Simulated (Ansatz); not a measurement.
# TiAl3: two normal modes frozen in, part 1 of 3

How does the energy of TiAl3 (Pm-3m, No. 221; 8 atoms in the cell) change over two coordinates at once? A grid of runs gives the map.

Computed with Ansatz 0.2.0 (DFT PBEsol, scalar-relativistic, plane waves, PAW, unless a step's input says otherwise).

6 further runs of the same task are left out: 6 set aside as unsound or not needed.

### Step 1. The structure to begin with

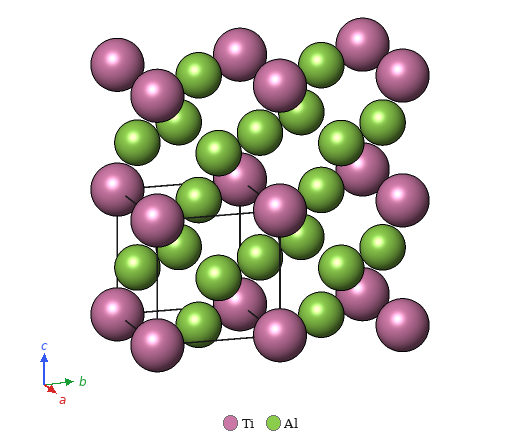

The starting structure, seen slightly off an axis (titanium pink, aluminium green). 1×2×2 cells are drawn. Atoms on the faces are drawn again on the opposite ones.

Coordinates:

```cif
data_structure
_symmetry_space_group_name_H-M 'P 1'
_symmetry_Int_Tables_number 1
_cell_length_a 3.9557
_cell_length_b 3.9557
_cell_length_c 3.9557
_cell_angle_alpha 90.000
_cell_angle_beta 90.000
_cell_angle_gamma 90.000
_cell_volume 61.90
loop_
_atom_site_label
_atom_site_type_symbol
_atom_site_fract_x
_atom_site_fract_y
_atom_site_fract_z
_atom_site_occupancy
Ti1 Ti 0.00000 0.00000 0.00000 1
Al1 Al 0.50000 0.50000 0.00000 1
Al2 Al 0.50000 0.00000 0.50000 1
Al3 Al 0.00000 0.50000 0.50000 1
```

The structure comes from the Materials Project (structure only).

### Step 2. A first look at the start

input.yaml reads:

```yaml
crystal:
  lattice:
    - [3.95567125, 0.0, 0.0]
    - [0.0, 3.95567125, 0.0]
    - [0.0, 0.0, 3.95567125]
  atoms:
    - { symbol: Ti, position: [0.0, 0.0, 0.0] }
    - { symbol: Al, position: [0.5, 0.5, 0.0] }
    - { symbol: Al, position: [0.5, 0.0, 0.5] }
    - { symbol: Al, position: [0.0, 0.5, 0.5] }
basis:
  ecutwfc: 520.0
kpoints:
  mp_grid: { grid: [4, 4, 4] }
hamiltonian:
  xc: pbesol
  pseudopotentials: { kind: paw, azcp: { folder: soft_1 } }
scf:
  occupations: { method: gaussian, width: 0.1 }
output:
  forces: true
  stress: true
  eigenvalues: true
```

Started as:

```bash
$ ansatz run input.yaml --threads 4 --pin off --max-ram 8192MiB --backend cpu --events-out ev --progress --plain --runs-dir out
```

Log, shortened:

```text
Warning: <dir> the record states the generating functional pbe (its physics header spells it `PBE`), which answers neither for hamiltonian.xc's functional nor for the pbesol family's — results may be inconsistent (PPs are generated against a specific XC)
[...]
Warning: RAYON_NUM_THREADS=4 ignored (pool sized by the plan → 4); use --threads N
[...]
Pseudopotentials: kind: paw
Pseudopotential: Ti, paw, valence charge 12, recommended cutoff 420 eV (normal), <dir>
Pseudopotential: Al, paw, valence charge 3, recommended cutoff 420 eV (normal), <dir>
Functional definition: PBEsol
[...]
Crystal: 4 atoms, lattice volume = 61.896 Å³
Basis set: ecut = 520 eV, 1743 PW (Γ), exchange–correlation on 60×60×60 points (8 copies of the dense FFT grid, shifted against one another)
[...]
SCF converged after 7 iterations
Free energy (F): -4049.096102 eV
[...]
E sigma→0 (E₀):  -4049.090494 eV
Entropy (-TS):   -0.011215 eV (-2.804 meV/atom)
Fermi energy:    10.531318 eV
[...]
--- Forces (eV/Å), atoms counted from 1 ---
  atom   1  Ti    -0.00000000     0.00000000    -0.00000000
  atom   2  Al    -0.00000000     0.00000000     0.00000000
  atom   3  Al    -0.00000000     0.00000000     0.00000000
  atom   4  Al     0.00000000     0.00000000    -0.00000000
[...]
--- Stress (GPa, compression-positive) ---
       -0.537439       0.000000       0.000000
        0.000000      -0.537439       0.000000
        0.000000       0.000000      -0.537439
  P = ⅓ Tr σ = -0.5374 GPa (-5.374 kbar)
--- Band table (eV; the first three rows and the last of 10) ---
  k-point 0: bands = ["-46.3342", "-22.7484", "-22.7484", "-22.7484", "-0.4514", "7.2533", "7.2533", "8.2027", "8.2027", "8.2027", "10.5180", "10.5180", "10.5180", "11.0530", "14.4648"]
[...]
```

It took 0.5 s on 4 threads of Arm Neoverse V1, shared host; peak memory 0.33 GiB.

From the probe: pressure -0.5 GPa, largest force 0.00 eV/Å, gap on this mesh none (metal). The gap decides the next run's mesh: 10×10×10 points.

### Step 3. Relaxing cell and atoms

Edit input.yaml of step 2 so:

```diff
@@ -13,3 +13,3 @@
 kpoints:
-  mp_grid: { grid: [4, 4, 4] }
+  mp_grid: { grid: [10, 10, 10] }
 hamiltonian:
@@ -23 +23,10 @@
   eigenvalues: true
+  write_density: true
+  write_potential: true
+  elf: true
+  volumetric_format: npy
+relax:
+  adjacent_minimum: "off"
+  f_tol: 0.005
+  max_steps: 80
+  cell: { stress_tol: 0.05 }
```

Started as:

```bash
$ ansatz run input.yaml --threads 4 --pin off --max-ram 8192MiB --backend cpu --events-out ev --progress --plain --runs-dir out
```

Log:

```text
Warning: <dir> the record states the generating functional pbe (its physics header spells it `PBE`), which answers neither for hamiltonian.xc's functional nor for the pbesol family's — results may be inconsistent (PPs are generated against a specific XC)
Warning: <dir> the record states the generating functional pbe (its physics header spells it `PBE`), which answers neither for hamiltonian.xc's functional nor for the pbesol family's — results may be inconsistent (PPs are generated against a specific XC)
Warning: RAYON_NUM_THREADS=4 ignored (pool sized by the plan → 4); use --threads N
Engine: ansatz 0.2.0, aarch64-unknown-linux-gnu
[... 4 set-up lines as earlier in the session ...]
  exchange = pbesol_x
  correlation = pbesol_c
Crystal: 4 atoms, lattice volume = 61.896 Å³
Basis set: ecut = 520 eV, 1743 PW (Γ), exchange–correlation on 60×60×60 points (8 copies of the dense FFT grid, shifted against one another)
Bands: 15, of which v1, the nominal top of the filled ones, is band 11 counted from 1 (10 counted from 0)
Symmetry: 48 space group operations
Space group: Pm-3m (ITA 221), of the structure as read, at distance tolerance 4.0e-5 Å
k-points: 56 of 1000
Non-local potential: Ti, projectors of the file, l = 0: 3, l = 1: 2, l = 2: 3, l = 3: 1
Non-local potential: Al, projectors of the file, l = 0: 2, l = 1: 2, l = 2: 1
PAW form: soft (Blöchl's): semilocal exchange-correlation on the pseudo side does not see the compensation charge
PAW frozen core: Ti, regenerated for the run's functional, and the local potential with it (the file was generated under x = pbe(κ = 0.804, μ = 0.2195149727645171), c = pbe(β = 0.06672455060314922))
PAW frozen core: Al, regenerated for the run's functional, and the local potential with it (the file was generated under x = pbe(κ = 0.804, μ = 0.2195149727645171), c = pbe(β = 0.06672455060314922))
PAW one-centre angular grid: Ti, 590 points (default); XC on 64 Gauss nodes
PAW one-centre angular grid: Al, 110 points (default); XC on 64 Gauss nodes
Initial density: superposition of atomic densities (chi_scale 0.1, normalization cell, long waves kept (reshape's long-wave potential 0.00 eV rms))
Initial wavefunctions: pseudopotential atomic-orbital guess
Functional: x = pbesol(κ = 0.804, μ = 0.12345679012345678), c = pbesol(β = 0.046)
SCF iter   1: F=—  HF=-4049.402363 eV  |F-HF|=—  |Δ(HF+E_count)|=         —  Δρ=3.08e-2  dr2=6.57e-1  ethr=3.10e-3  ⟨swp⟩=5.3  Hψ=4324  notcnv=0
preconditioner: auto → Kerker (q_TF=auto, 2.279 Å⁻¹)  [metal: Δε(μ)=0.011 eV  Ē_g=5.550 eV  σ=0.100 eV  W_gap=0.06  n_scr=18 (ndim 8)  ℏωp=17.0 eV  f_vac=0.000  D(μ)=2.15/eV (n_scr^D=18)]
SCF iter   2: F=—  HF=-4049.213318 eV  |F-HF|=—  |Δ(HF+E_count)|=   1.89e-1  Δρ=1.93e-2  dr2=2.94e-1  ethr=3.10e-3  ⟨swp⟩=2.0  Hψ=1485  notcnv=0  defer=2
SCF iter   3: F=—  HF=-4049.064213 eV  |F-HF|=—  |Δ(HF+E_count)|=   1.49e-1  Δρ=2.15e-3  dr2=2.36e-3  ethr=1.40e-3  ⟨swp⟩=2.1  Hψ=1389  notcnv=0  defer=4
SCF iter   4: F=—  HF=-4049.063090 eV  |F-HF|=—  |Δ(HF+E_count)|=   1.12e-3  Δρ=5.48e-4  dr2=1.42e-4  ethr=1.13e-5  ⟨swp⟩=2.8  Hψ=1289  notcnv=0  defer=6
SCF iter   5: F=—  HF=-4049.063048 eV  |F-HF|=—  |Δ(HF+E_count)|=   4.24e-5  Δρ=6.96e-5  dr2=4.42e-6  ethr=6.77e-7  ⟨swp⟩=1.9  Hψ=1163  notcnv=0  defer=6
SCF iter   6: F=—  HF=-4049.062990 eV  |F-HF|=—  |Δ(HF+E_count)|=   5.71e-5  Δρ=1.27e-5  dr2=9.95e-8  ethr=4.76e-10  ⟨swp⟩=6.4  Hψ=4772  notcnv=0
SCF iter   7: F=-4049.062990 eV  HF=-4049.062990 eV  |F-HF|=2.29e-9  |Δ(HF+E_count)|=   1.28e-8  Δρ=2.00e-6  dr2=3.43e-9  ethr=4.74e-10  ⟨swp⟩=4.8  Hψ=4172  notcnv=0
SCF 1 converged in 7 iterations: F = -4049.062990 eV  dr2 = 3.43e-9
relax step   1: F+E_penalty+E_count = -4049.06299047 eV  Δ(F+E_penalty+E_count) = +0.000e0 eV  max|allowed force component| = 1.717e-30 eV/Å  Δτ_max = 0.0000 Å  P = -0.650 GPa  Ω = 61.896 Å³  (7 SCF iters, dr2 threshold 1.00e-7 eV, accepted)
Crystal: 4 atoms, lattice volume = 61.413 Å³
Basis set: ecut = 520 eV, 1647 PW (Γ), exchange–correlation on 60×60×60 points (8 copies of the dense FFT grid, shifted against one another)
Initial density: handed on by an earlier stage of this run
Initial wavefunctions: those handed on with the density
iter 1 solved again at ethr=3.45e-7 eV; its pass at ethr=3.10e-3 eV (dr2=7.24e-5 eV) is discarded
SCF iter   1: F=—  HF=-4049.063770 eV  |F-HF|=—  |Δ(HF+E_count)|=         —  Δρ=2.61e-4  dr2=7.32e-5  ethr=3.45e-7  ⟨swp⟩=2.0  Hψ=5232  notcnv=0
preconditioner: auto → Kerker (q_TF=auto, 2.281 Å⁻¹)  [metal: Δε(μ)=0.042 eV  Ē_g=5.568 eV  σ=0.100 eV  W_gap=0.23  n_scr=18 (ndim 8)  ℏωp=17.1 eV  f_vac=0.000  D(μ)=2.16/eV (n_scr^D=18)]
SCF iter   2: F=—  HF=-4049.063689 eV  |F-HF|=—  |Δ(HF+E_count)|=   8.13e-5  Δρ=1.71e-4  dr2=3.36e-5  ethr=3.45e-7  ⟨swp⟩=1.0  Hψ=840  notcnv=0
SCF iter   3: F=—  HF=-4049.063674 eV  |F-HF|=—  |Δ(HF+E_count)|=   1.50e-5  Δρ=2.58e-5  dr2=4.04e-7  ethr=1.60e-7  ⟨swp⟩=2.4  Hψ=1174  notcnv=0
iter 4 did not close the SCF: its close was put off for the readings that it lacked (scf_convergence_deferred on its scf_iter line)
SCF iter   4: F=-4049.063674 eV  HF=-4049.063674 eV  |F-HF|=1.38e-8  |Δ(HF+E_count)|=   1.55e-7  Δρ=6.09e-6  dr2=2.26e-8  ethr=1.92e-9  ⟨swp⟩=2.3  Hψ=1236  notcnv=0
iter 5 did not close the SCF: its close was put off for the readings that it lacked (scf_convergence_deferred on its scf_iter line)
SCF iter   5: F=-4049.063674 eV  HF=-4049.063674 eV  |F-HF|=1.19e-9  |Δ(HF+E_count)|=   1.12e-8  Δρ=1.29e-6  dr2=1.39e-9  ethr=1.07e-10  ⟨swp⟩=2.7  Hψ=1228  notcnv=0
SCF iter   6: F=-4049.063674 eV  HF=-4049.063674 eV  |F-HF|=2.55e-11  |Δ(HF+E_count)|=  2.19e-10  Δρ=2.74e-7  dr2=3.74e-11  ethr=6.60e-12  ⟨swp⟩=3.7  Hψ=3652  notcnv=0
SCF 2 converged in 6 iterations: F = -4049.063674 eV  dr2 = 3.74e-11
relax step   2: F+E_penalty+E_count = -4049.06367380 eV  Δ(F+E_penalty+E_count) = -6.833e-4 eV  max|allowed force component| = 1.290e-30 eV/Å  Δτ_max = 0.0000 Å  P = +0.220 GPa  Ω = 61.413 Å³  energy of the carried Pulay correction = +2.686e-5 eV  (6 SCF iters, dr2 threshold 4.00e-7 eV, accepted)
Crystal: 4 atoms, lattice volume = 61.534 Å³
iter 1 solved again at ethr=2.42e-8 eV; its pass at ethr=3.10e-3 eV (dr2=5.07e-6 eV) is discarded
SCF iter   1: F=—  HF=-4049.063809 eV  |F-HF|=—  |Δ(HF+E_count)|=         —  Δρ=6.63e-5  dr2=4.80e-6  ethr=2.42e-8  ⟨swp⟩=2.1  Hψ=5093  notcnv=0
preconditioner: auto → Kerker (q_TF=auto, 2.281 Å⁻¹)  [metal: Δε(μ)=0.044 eV  Ē_g=5.560 eV  σ=0.100 eV  W_gap=0.24  n_scr=18 (ndim 8)  ℏωp=17.1 eV  f_vac=0.000  D(μ)=2.17/eV (n_scr^D=18)]
SCF iter   2: F=—  HF=-4049.063750 eV  |F-HF|=—  |Δ(HF+E_count)|=   5.91e-5  Δρ=4.33e-5  dr2=2.16e-6  ethr=2.29e-8  ⟨swp⟩=1.0  Hψ=840  notcnv=0
iter 3 did not close the SCF: its close was put off for the readings that it lacked (scf_convergence_deferred on its scf_iter line)
SCF iter   3: F=-4049.063749 eV  HF=-4049.063749 eV  |F-HF|=1.54e-8  |Δ(HF+E_count)|=   9.62e-7  Δρ=6.56e-6  dr2=2.70e-8  ethr=1.03e-8  ⟨swp⟩=2.4  Hψ=1162  notcnv=0
iter 4 did not close the SCF: its close was put off for the readings that it lacked (scf_convergence_deferred on its scf_iter line)
SCF iter   4: F=-4049.063749 eV  HF=-4049.063749 eV  |F-HF|=7.00e-10  |Δ(HF+E_count)|=   1.10e-8  Δρ=1.40e-6  dr2=1.12e-9  ethr=1.29e-10  ⟨swp⟩=2.2  Hψ=1206  notcnv=0
iter 5 did not close the SCF: its close was put off for the readings that it lacked (scf_convergence_deferred on its scf_iter line)
SCF iter   5: F=-4049.063749 eV  HF=-4049.063749 eV  |F-HF|=7.69e-11  |Δ(HF+E_count)|=  5.67e-10  Δρ=3.31e-7  dr2=9.15e-11  ethr=5.35e-12  ⟨swp⟩=2.7  Hψ=1307  notcnv=0
SCF iter   6: F=-4049.063749 eV  HF=-4049.063749 eV  |F-HF|=1.82e-12  |Δ(HF+E_count)|=  1.32e-11  Δρ=7.04e-8  dr2=2.85e-12  ethr=1.00e-12  ⟨swp⟩=3.4  Hψ=3231  notcnv=0
SCF 3 converged in 6 iterations: F = -4049.063749 eV  dr2 = 2.85e-12
relax step   3: F+E_penalty+E_count = -4049.06374937 eV  Δ(F+E_penalty+E_count) = -7.557e-5 eV  max|allowed force component| = 1.150e-30 eV/Å  Δτ_max = 0.0000 Å  P = -0.002 GPa  Ω = 61.534 Å³  energy of the carried Pulay correction = +2.009e-5 eV  (6 SCF iters, dr2 threshold 1.21e-7 eV, accepted)
Initial wavefunctions: pseudopotential atomic-orbital guess (no wavefunctions were taken with the density)
iter 1 solved again at ethr=3.87e-8 eV; its pass at ethr=3.10e-3 eV (dr2=8.13e-6 eV) is discarded
SCF iter   1: F=—  HF=-4049.063790 eV  |F-HF|=—  |Δ(HF+E_count)|=         —  Δρ=2.88e-6  dr2=5.96e-10  ethr=3.87e-8  ⟨swp⟩=3.0  Hψ=6813  notcnv=0
eigensolver tolerance schedule: the retry pair's looser diagonalisation over-reported the residual by 13649.68 of it (diagonalisation noise at 0.21 of the residual, at the tolerance the schedule requests for it); recorded, not acted on — ethr = c·dr2/N_el stays at c = 1.0e-1
preconditioner: auto → Kerker (q_TF=auto, 2.281 Å⁻¹)  [metal: Δε(μ)=0.043 eV  Ē_g=5.560 eV  σ=0.100 eV  W_gap=0.24  n_scr=18 (ndim 8)  ℏωp=17.1 eV  f_vac=0.000  D(μ)=2.17/eV (n_scr^D=18)]
SCF iter   2: F=—  HF=-4049.063730 eV  |F-HF|=—  |Δ(HF+E_count)|=   6.04e-5  Δρ=1.21e-6  dr2=8.90e-11  ethr=2.84e-12  ⟨swp⟩=2.4  Hψ=1489  notcnv=0
iter 3 did not close the SCF: its close was put off for the readings that it lacked (scf_convergence_deferred on its scf_iter line)
SCF iter   3: F=-4049.063730 eV  HF=-4049.063730 eV  |F-HF|=2.64e-11  |Δ(HF+E_count)|=  1.61e-10  Δρ=4.92e-7  dr2=1.96e-11  ethr=1.00e-12  ⟨swp⟩=1.0  Hψ=840  notcnv=0
iter 4 did not close the SCF: its close was put off for the readings that it lacked (scf_convergence_deferred on its scf_iter line)
SCF iter   4: F=-4049.063730 eV  HF=-4049.063730 eV  |F-HF|=1.82e-12  |Δ(HF+E_count)|=  3.09e-11  Δρ=5.28e-8  dr2=9.02e-13  ethr=1.00e-12  ⟨swp⟩=1.0  Hψ=840  notcnv=0
iter 5 did not close the SCF: its close was put off for the readings that it lacked (scf_convergence_deferred on its scf_iter line)
SCF iter   5: F=-4049.063730 eV  HF=-4049.063730 eV  |F-HF|=9.09e-13  |Δ(HF+E_count)|=  1.36e-12  Δρ=2.04e-8  dr2=2.01e-13  ethr=1.00e-12  ⟨swp⟩=1.0  Hψ=840  notcnv=0
iter 6 did not close the SCF: its close was put off for the readings that it lacked (scf_convergence_deferred on its scf_iter line)
SCF iter   6: F=-4049.063730 eV  HF=-4049.063730 eV  |F-HF|=9.09e-13  |Δ(HF+E_count)|=  4.55e-13  Δρ=9.10e-9  dr2=2.13e-14  ethr=1.00e-12  ⟨swp⟩=1.0  Hψ=840  notcnv=0
SCF iter   7: F=-4049.063730 eV  HF=-4049.063730 eV  |F-HF|=0.00e0  |Δ(HF+E_count)|=  9.09e-13  Δρ=3.61e-9  dr2=3.83e-15  ethr=1.00e-12  ⟨swp⟩=2.0  Hψ=2216  notcnv=0
SCF 4 converged in 7 iterations: F = -4049.063730 eV  dr2 = 3.83e-15
relax step   4: F+E_penalty+E_count = -4049.06372955 eV  Δ(F+E_penalty+E_count) = +1.982e-5 eV  max|allowed force component| = 1.430e-30 eV/Å  Δτ_max = 0.0000 Å  P = -0.002 GPa  Ω = 61.534 Å³  stress off target by 1.97e-3 GPa  SCF on the basis re-selected at this cell (its energy is not comparable with the rows above)  (7 SCF iters)
basis re-selected at this cell: Δ(F+E_penalty+E_count) = +1.982e-5 eV, ΔP = +0.000 GPa vs the last step (what re-selecting the basis moved, of the pressure what is left beyond the Pulay correction that the steps carried, after the strain that the cell walked since its last selection, with what the two solves' SCF thresholds leave and, on support functions, any second-order correction that the steps lacked; it is no measure of the basis error at this ecutwfc). This SCF's stress stands 1.97e-3 GPa from its target on what of the cell is left free (relax.cell.stress_tol is 5.00e-2 GPa) and its largest allowed force component is 1.43e-30 eV/Å (relax.f_tol is 5.00e-3 eV/Å): within both
SCF converged after 7 iterations
Free energy (F): -4049.063730 eV
Harris-Foulkes:  -4049.063730 eV  (|F-HF|=0.00e0)
Internal energy: -4049.052883 eV  (E = F + TS)
E sigma→0 (E₀):  -4049.058306 eV
Entropy (-TS):   -0.010846 eV (-2.712 meV/atom)
Fermi energy:    10.463276 eV
--- Per-component energies (eV) ---
  E_band       = -145.843298
  E_kinetic    = 353.177942
  E_local      = -1241.303384  (includes V_loc(G=0)·N_el)
  E_nonlocal   = 94.172850
  E_hartree    = 534.263751
  E_xc         = -229.424428
  E_vxc        = -235.564204  (∫ρ·V_xc dr)
  E_paw        = -2388.495507  (= ΣΔE_a)
  E_vpaw       = -184.853979  (= ΣTr[D̂ρ^β])
  E_aug_tail   = -0.000025  (compensation charges beyond the density's cutoff)
  E_ewald      = -1171.640886
  E_core_change = 0.196802  (= ΣΔE_core)
  E_smearing   = -0.010846  (= −TS)
  E_closure    = 0.000000  (closes the sum)
  Σ components = -4049.063730   (vs F -4049.063730, Δ=0.00e0)
--- Forces (eV/Å), atoms counted from 1 ---
  atom   1  Ti     0.00000000     0.00000000    -0.00000000
  atom   2  Al     0.00000000     0.00000000    -0.00000000
  atom   3  Al     0.00000000     0.00000000     0.00000000
  atom   4  Al    -0.00000000    -0.00000000     0.00000000
  max |Σ_I F_I| component: 3.75e-30 eV/Å
--- Stress (GPa, compression-positive) ---
       -0.001969      -0.000000      -0.000000
       -0.000000      -0.001969      -0.000000
       -0.000000      -0.000000      -0.001969
  P = ⅓ Tr σ = -0.0020 GPa (-0.020 kbar)
--- Band table (eV; the first three rows and the last of 56) ---
  k-point 0: bands = ["-46.2434", "-22.6605", "-22.6605", "-22.6605", "-0.4133", "7.3137", "7.3137", "8.2703", "8.2703", "8.2703", "10.5904", "10.5904", "10.5904", "11.1212", "14.5837"]
  k-point 1: bands = ["-46.2433", "-22.6625", "-22.6604", "-22.6604", "-0.3156", "6.5816", "7.3788", "8.2631", "8.2631", "8.6629", "10.6129", "10.6149", "10.6149", "11.5483", "14.2494"]
  k-point 2: bands = ["-46.2431", "-22.6679", "-22.6600", "-22.6600", "-0.0252", "5.3854", "7.5641", "8.2405", "8.2405", "9.1930", "10.6734", "10.7024", "10.7024", "12.2845", "13.5045"]
  k-point 55: bands = ["-46.2410", "-22.6764", "-22.6764", "-22.6764", "5.2657", "5.2657", "5.2657", "5.4324", "6.9237", "6.9237", "6.9237", "10.6147", "11.6500", "11.6500", "13.2665"]
--- Relaxed structure (3 steps of the walk, 3 accepted, 1 SCFs on fresh bases) ---
  F+E_penalty+E_count = -4049.06372955 eV   max|allowed force component| = 1.430e-30 eV/Å   (the final SCF, on the basis selected at the relaxed cell)
  cell:  # Å, volume = 61.5343 Å³
    - [3.947957678204776, 1.4444474582904267e-34, 1.6049416203226967e-35]
    - [1.1234591342258874e-34, 3.947957678204776, 0.0]
    - [4.81482486096809e-35, 0.0, 3.947957678204776]
  atoms:
    - { symbol: Ti, position: [-7.100306517043208e-36, 3.0033662611160626e-36, 5.8640924359491376e-37] }
    - { symbol: Al, position: [0.49999999999999994, 0.49999999999999994, -3.011290710351685e-37] }
    - { symbol: Al, position: [0.49999999999999994, -1.0222539516728336e-36, 0.49999999999999994] }
    - { symbol: Al, position: [1.0143295024348907e-36, 0.49999999999999994, 0.49999999999999994] }
```

Wall time 5.2 s (4 threads of Arm Neoverse V1, shared host); peak memory 0.42 GiB.

The steps of the relaxation:

| step | E - E(step 1) (eV/cell) | largest force component (eV/Å) | pressure (GPa) | volume (Å³) |
| --- | --- | --- | --- | --- |
| 1 | 0.0000 | 0.0000 | -0.65 | 61.90 |
| 2 | -0.0007 | 0.0000 | 0.22 | 61.41 |
| 3 | -0.0008 | 0.0000 | 0.00 | 61.53 |
| 4 | -0.0007 | 0.0000 | 0.00 | 61.53 |

Step 1 is the start. Step 4 repeats the geometry before it on a plane-wave basis chosen anew for that cell, so its energy need not be comparable with the rows above.

|  | before | after | change |
| --- | --- | --- | --- |
| a (Å) | 3.956 | 3.948 | -0.2 % |
| b (Å) | 3.956 | 3.948 | -0.2 % |
| c (Å) | 3.956 | 3.948 | -0.2 % |
| volume (Å³/atom) | 15.47 | 15.38 | -0.6 % |
| shortest distance (Å) | 2.797 | 2.792 | -0.2 % |
| space group (0.01 Å) | Pm-3m | Pm-3m | same |

Forces and stress were held to the start's 48 operations: a distortion of lower symmetry was not tested.

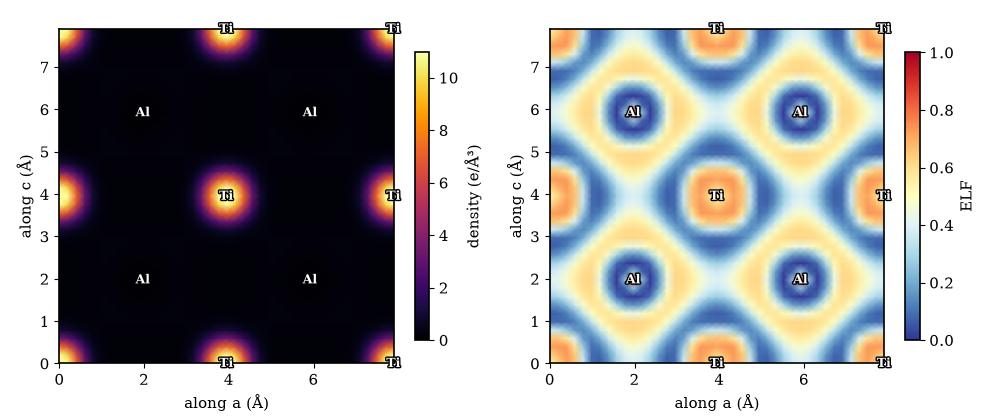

Density (left) and ELF (right) in a lattice plane of the grid's cell (edges 3.95 and 3.95 Å, at 0.000 of the third edge), which holds Ti and Al. Only atoms in the plane are labelled; the density scale stops at 10.96 e/Å³. Both are smooth fields of the valence electrons: close to the nuclei they are not physical.

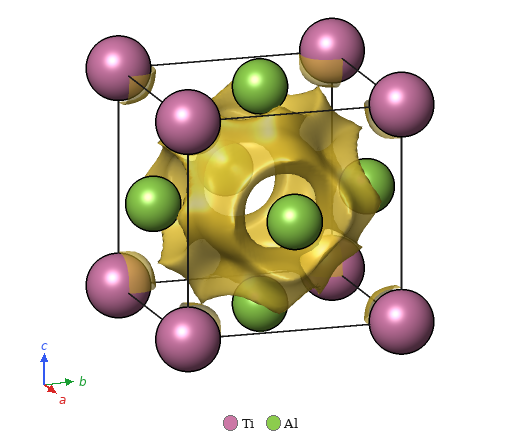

Surface of ELF = 0.63, drawn in one cell.

Maxima of ELF outside the ion cores: 0.69 on the Al–Al line, 1.3 Å from Al.

(Continued in part 2 of 3.)
